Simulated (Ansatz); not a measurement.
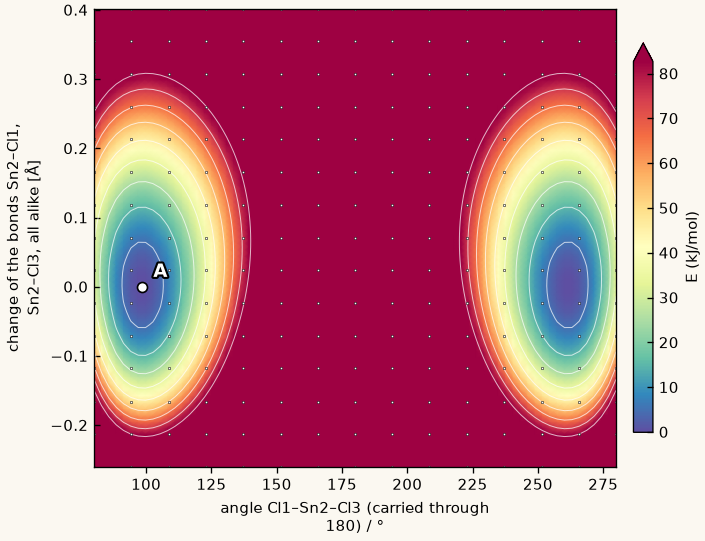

Cl₂Sn, SMILES [Cl][Sn][Cl]. First axis: angle Cl1–Sn2–Cl3 (carried through 180). Second axis: change of the bonds Sn2–Cl1, Sn2–Cl3, all alike. Nothing is relaxed (all other coordinates rigid). The grid has 15 × 15 points; 120 points were computed and 105 follow by symmetry. Points are written as (first, second). Energies: kJ/mol, counted from the relaxed molecule at the same level. All numbers below come from RHF/def2-TZVP in Ansatz 0.2.0.

Drawn: a smooth colour map with a few white contour lines, dots at the grid points, one colour for all values above the top of the scale, the well A. Between grid points the surface is interpolated.

Estimate the position of the minimum and the force constants in these coordinates. Take the well at A.

The interpolated minimum is at the first coordinate ≈ 98.3°, the second coordinate ≈ 0.000 Å. The curvatures there are about 5.6 eV/rad² and 28 eV/Å², with a cross term of about 0 eV/(rad·Å). Round the minimum the two coordinates are nearly uncoupled. (1 eV is 96.5 kJ/mol.)
